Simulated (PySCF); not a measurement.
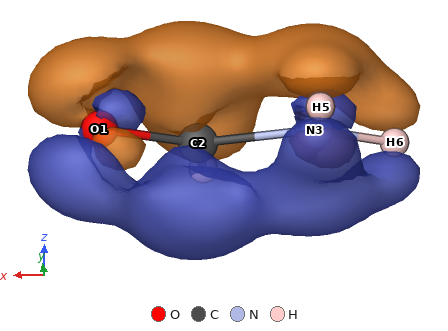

*CH₃NO, SMILES `O=CN`. Change of the electron density in a uniform field of 0.10 V/Å, surfaces at ±0.0006 e/Å³ (orange: gain, blue: loss).*

PySCF calculation, B3LYP/cc-pVDZ, gas phase; geometry: GFN2-xTB. No frequency check shows the geometry to be a minimum. A basis without diffuse functions makes polarisabilities too small.

Geometry (Å), atoms numbered from 1:

```
O1       1.1849    0.2440    0.0000
C2       0.1610   -0.3845    0.0000
N3      -1.0725    0.1555    0.0000
H4       0.1310   -1.4901    0.0000
H5      -1.1619    1.1593    0.0000
H6      -1.9064   -0.4029    0.0000
```

Q: Along which Cartesian direction does the field point?

A: Along −z: electrons gather on the +z side, against the field.

Q: What dipole is induced, and what polarisability does it imply?

A: The induced dipole is 0.05 D (along the field); α along this axis, from the fields in both directions, is 11 bohr³ (1.6 Å³).

Q: Which atoms gain and lose the most charge?

A: Hardly any: no atom's Hirshfeld charge changes by as much as 0.002 e. The density shifts from one side of each atom to the other; 0.008 electrons are displaced in all.

Run time: 5.7 s on 1 thread of Intel(R) Xeon(R) 6975P-C (Granite Rapids) (shared host), peak memory 0.28 GiB.
